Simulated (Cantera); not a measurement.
A closed system holds: 1 mol B₂H₆, 1 mol N₂, 6.5 mol H₂O, equilibrated at 0.310 bar.

Equilibrium computed with Cantera from the NASA thermochemical tables; the gas is ideal and each condensed phase is pure. Candidate condensed phases: B, BN, B₂O₃, B₃O₃H₃, H₂O; 39 gas species. The feed counts by its element totals alone. Gases not in the tables: H₃BO₃. Equilibrium is a limit: real reactors are often held back by kinetics, nucleation or transport.

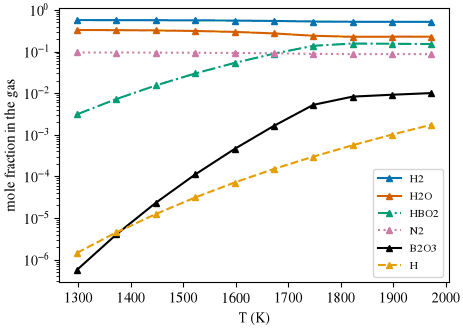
Figure. Equilibrium gas composition (values under 1e-9 drawn at 1e-9)

From 1298 K to 1748 K the condensed part is B₂O₃(l). From 1823 K to 1973 K nothing is condensed.
